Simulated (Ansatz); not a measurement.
**GaNH6 (SMILES [NH3+][GaH3-]), run twice**

Aim: energy and gradient of GaNH6 at CASCI(2,4)/pc-2.

Program for the calculation: Ansatz 0.2.0.

2 further runs of the same task are left out: 1 that didn't finish, 1 set aside as unsound or not needed.

### 1 Starting point

GaNH6: 8 atoms, total charge 0, spin state singlet. SMILES: `[NH3+][GaH3-]`. Geometry: relaxed at PBE0-D4/def2-TZVP.

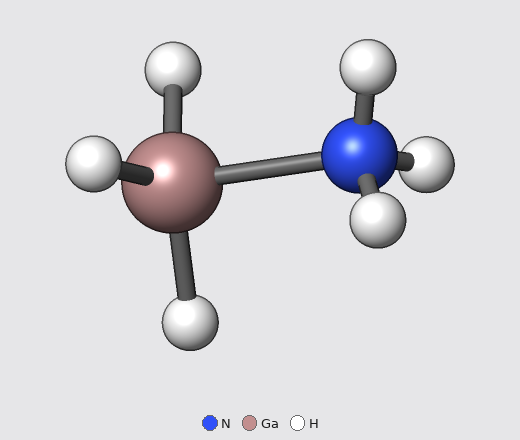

Viewed from a chosen angle; nitrogen blue, gallium pink, hydrogen white.

### 2 The input as first written

job.yaml

```yaml
crystal:
  periodic: [false, false, false]
  atoms:
    - symbol: "N"
      position_ang: [-0.313300, -0.153600, -0.970200]
    - symbol: Ga
      position_ang: [0.367200, 0.153200, 1.047500]
    - symbol: H
      position_ang: [-0.334500, 0.723200, -1.478000]
    - symbol: H
      position_ang: [-1.247400, -0.546600, -0.977000]
    - symbol: H
      position_ang: [0.302300, -0.790400, -1.462500]
    - symbol: H
      position_ang: [-0.755200, 1.164500, 1.515600]
    - symbol: H
      position_ang: [1.800200, 0.736200, 0.718800]
    - symbol: H
      position_ang: [0.273000, -1.343500, 1.550100]
basis:
  gaussian: {orbitals: SVP}
correlation:
  active_space: {window: {electrons: 2, orbitals: 4}, shells: [{species: Ga, l: p, shell: 4}, {species: N, l: p, shell: 2}], fixed_orbitals: true}
  frozen_orbitals: {Ga: 9, H: 0, "N": 1}
output: {forces: true}
```

Launch:

```sh
$ ansatz run job.yaml --threads 1 --pin off --max-ram 2610MiB --events-out events.jsonl --progress --plain --runs-dir runs
```

The log of the run:

```text
Error: pseudopotentials/gaussian/svp.bse can't be read: No such file or directory (os error 2)
```

It took 0.02 s on 1 thread of Arm Neoverse N1, shared host.

### 3 Diagnosis

The input was rejected.

The telling line is `Error: pseudopotentials/gaussian/svp.bse can't be read: No such file or directory`. The cause is that the basis is misnamed or doesn't suit the job. To mend it: basis set pc-2 in place of SVP.

### 4 Second attempt

job.yaml, as its differences from that of step 2:

```diff
@@ -20,3 +20,3 @@
 basis:
-  gaussian: {orbitals: SVP}
+  gaussian: {orbitals: pc-2.json}
 correlation:
@@ -24,2 +24,2 @@
   frozen_orbitals: {Ga: 9, H: 0, "N": 1}
-output: {forces: true}
+output: {forces: true, orbitals: {seedname: orbitals}}
```

The basis set pc-2 is read from a file made from the Basis Set Exchange's data (not shown).

Launch:

```sh
$ ansatz run job.yaml --threads 1 --pin off --max-ram 2610MiB --events-out events.jsonl --progress --plain --runs-dir runs
```

The log of the run:

```text
Warning: RAYON_NUM_THREADS=1 ignored (pool sized by the plan → 1); use --threads N
Functional definition: HF
  name "HF"
  exchange = exact_x
  correlation = 0
941 factors; integrals over basis functions are off by at most 1.0e-3 eV
mean field evaluation 1: about -53909.9292 eV, gradient 2.8e1 eV
mean field evaluation 2: about -53910.0178 eV, gradient 2.9e1 eV
mean field evaluation 4: about -53911.8956 eV, gradient 2.6e0 eV
mean field evaluation 8: about -53911.9227 eV, gradient 7.4e-2 eV
mean field -53911.92277549 eV, -1981.2266191857 hartree, gradient 1.8e-6 eV, S^2 0.000000; 0 other end points of the search recorded, 0 dependent functions left out
reference -53911.92277549 eV, -1981.2266191857 hartree; 22, 22 occupied and 135, 135 virtual orbitals, 941 factors
state -53911.94184872 eV, -1981.2273201138 hartree
the calculation of the forces begins
mean field evaluation 16: about -53911.9228 eV, gradient 1.8e-6 eV
Total energy: -53911.94184872 eV, -1981.2273201138 hartree
Atom 0 at    -0.313300    -0.153600    -0.970200 Å, force    -0.272249    -0.117261    -0.796453 eV/Å
Atom 1 at     0.367200     0.153200     1.047500 Å, force     0.014889     0.007011     0.046943 eV/Å
Atom 2 at    -0.334500     0.723200    -1.478000 Å, force     0.002902    -0.589513     0.302956 eV/Å
Atom 3 at    -1.247400    -0.546600    -0.977000 Å, force     0.609436     0.255943    -0.030665 eV/Å
Atom 4 at     0.302300    -0.790400    -1.462500 Å, force    -0.419062     0.415196     0.290011 eV/Å
Atom 5 at    -0.755200     1.164500     1.515600 Å, force    -0.080609     0.092591     0.084075 eV/Å
Atom 6 at     1.800200     0.736200     0.718800 Å, force     0.137512     0.056743     0.016170 eV/Å
Atom 7 at     0.273000    -1.343500     1.550100 Å, force     0.007181    -0.120710     0.086963 eV/Å
Dipole moment:    -0.336944    -0.151899    -0.999157 e Å
```

Run time: 11 s. Hardware: 1 thread of Arm Neoverse N1, shared host; peak memory 0.3 GiB.

### 5 Summary of results

At CASCI(2,4)/pc-2:

| quantity | value |
| --- | --- |
| total energy | -1981.22732 Eh |
| dipole moment (correlated density) | 5.12 D |
| largest force on an atom | 0.850 eV/Å |

In words: Mulliken charges run from -0.35 on N1 to +0.48 on Ga2. The largest force is 0.85 eV/Å: the shape isn't a stationary point for this species at this level.
